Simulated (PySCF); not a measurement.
SMILES Bc1ccc(C#N)cc1 (C₇H₆BN) at its GFN2-xTB optimised geometry (Å):

```
15

B     -1.4264    -2.4397     0.0029
C     -0.6186    -1.1184     0.0000
C     -1.2586     0.1306    -0.0011
C     -0.5491     1.3131    -0.0014
C      0.8468     1.2787    -0.0004
C      1.5831     2.4856     0.0005
N      2.1789     3.4652     0.0025
C      1.5139     0.0522     0.0000
C      0.7848    -1.1184     0.0000
H     -2.5943    -2.4091     0.0023
H     -0.8669    -3.4652     0.0067
H     -2.3383     0.1646    -0.0019
H     -1.0579     2.2664    -0.0027
H      2.5943     0.0337     0.0006
H      1.3074    -2.0638     0.0008
```

Method: CAM-B3LYP/def2-TZVP (PySCF). Cells within 0.4 Å of a nucleus heavier than hydrogen are left out (blank, or x).

Map of the log10 of the electron density (e/bohr³), floored at −4 on the plane z = 0.0 Å:

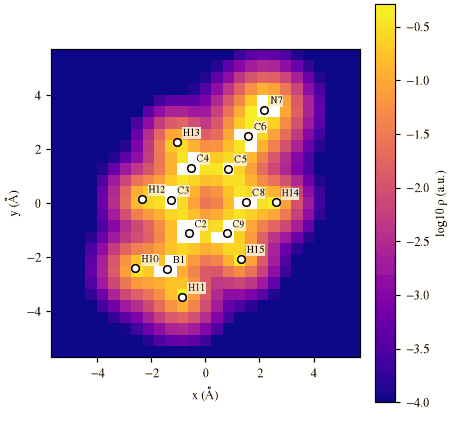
*Log10 of the electron density (e/bohr³), floored at −4 on the plane z = 0.0 Å.*
